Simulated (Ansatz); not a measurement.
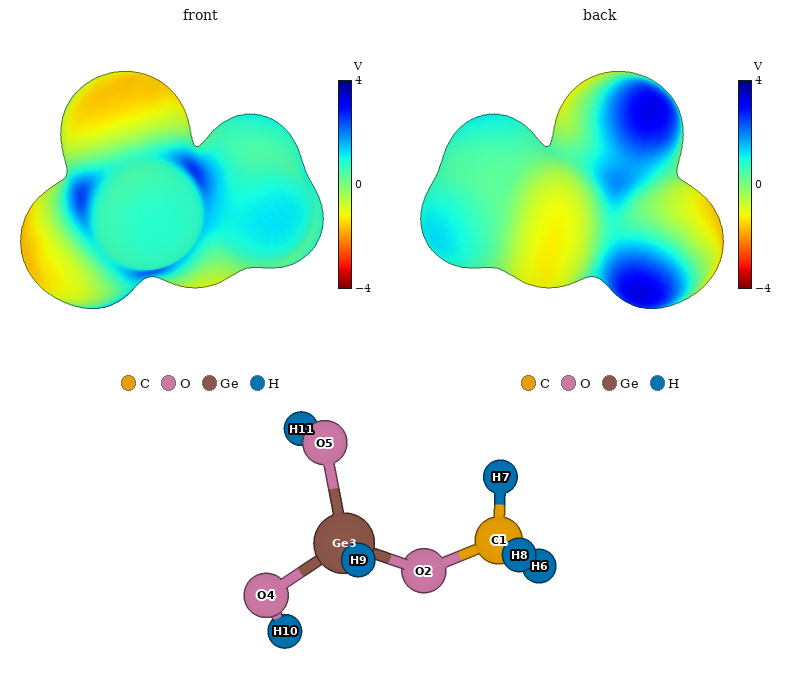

CH6GeO3. The molecular electrostatic potential painted on the density surface at 0.004 e/bohr³, seen from the front and from behind; red is negative and blue positive. The bare structure is drawn below in the same view.

Geometry: PBE0-D4/def2-TZVP.

Level of theory: RKS PBE0-D4/def2-TZVPP (Ansatz 0.2.0).

Input

```
crystal:
  periodic: [false, false, false]
  atoms:
    - {symbol: C, position_ang: [-0.876496, 1.179828, 0.987364]}
    - {symbol: O, position_ang: [-0.278151, 0.817237, -0.237924]}
    - {symbol: Ge, position_ang: [0.804607, -0.579215, -0.316766]}
    - {symbol: O, position_ang: [1.275490, -0.611012, -2.013306]}
    - {symbol: O, position_ang: [-0.032558, -2.078222, 0.081810]}
    - {symbol: H, position_ang: [-1.473410, 2.078096, 0.816941]}
    - {symbol: H, position_ang: [-1.536366, 0.392102, 1.367598]}
    - {symbol: H, position_ang: [-0.129841, 1.408878, 1.758245]}
    - {symbol: H, position_ang: [1.971937, -0.475701, 0.665360]}
    - {symbol: H, position_ang: [0.961150, 0.176020, -2.467098]}
    - {symbol: H, position_ang: [-0.621062, -2.364910, -0.621624]}
basis:
  gaussian: {orbitals: def2-TZVPP}
hamiltonian: {xc: pbe0, dispersion: d4}
output: {orbitals: {seedname: orbitals}}
```

Command:

```sh
ansatz run in.yaml --threads 4 --pin off --events-out ev --progress --plain --max-ram 10444MiB
```

Which sites attract a positive test charge, and which a negative one?

Answer. A positive charge is drawn to the negative regions and a negative charge to the positive ones. The most negative region (about −1.6 V, or −37 kcal/mol for a unit charge) lies over O4 and O5, the most positive (about +3.2 V, or +74 kcal/mol for a unit charge) over H10 and H11.
